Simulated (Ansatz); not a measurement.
# Redistribution: SiH(CH3)Br2 + SiH2(CH3)2 → SiH(CH3)2Br + SiH2(CH3)Br

Species: SiH(CH3)Br2, singlet; SiH2(CH3)2, singlet; SiH(CH3)2Br, singlet; SiH2(CH3)Br, singlet. The partners trade Br for CH3; both sit on Si, so the bond types are kept.

Shapes, held fixed at every level: PBE0-D4/def2-TZVP. Programs: Ansatz 0.2.0. The zero-point and thermal change to 298 K, harmonic and unscaled (PBE0-D4/def2-TZVP), is +0.3 kJ/mol.

```csv
level,kind,ΔH(298 K) (kJ/mol),less CCSD(T)/def2-TZVPP
HF/def2-SVP,Hartree–Fock,-13.8,-4.4
HF/def2-TZVPP,Hartree–Fock,-14.4,-5.0
r2SCAN-D4/def2-TZVPP,meta-GGA,-8.6,+0.8
r2SCAN0-D4/def2-TZVPP,global hybrid,-9.6,-0.2
wB97M-V/def2-TZVPP,range-separated hybrid,-9.5,-0.1
MP2/def2-TZVPP,perturbation theory,-8.7,+0.7
CCSD/def2-TZVPP,coupled cluster or CI,-10.2,-0.8
CCSD(T)/def2-TZVPP,coupled cluster or CI,-9.4,0.0
```

The highest level, CCSD(T)/def2-TZVPP, gives ΔH(298 K) = -9.4 kJ/mol; the levels span -14.4 to -8.6. The column of differences is taken from that level and isn't an error. No measured value is set beside it here. Relativity is left out for Br unless named. Correlated rows may include outer-core shells of Br, which these sets cover unevenly.

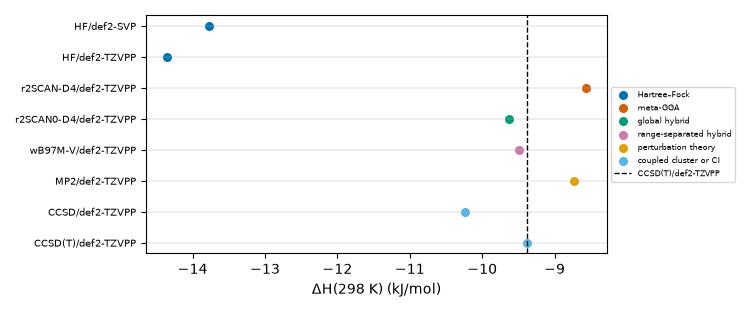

The values of the table, level by level.
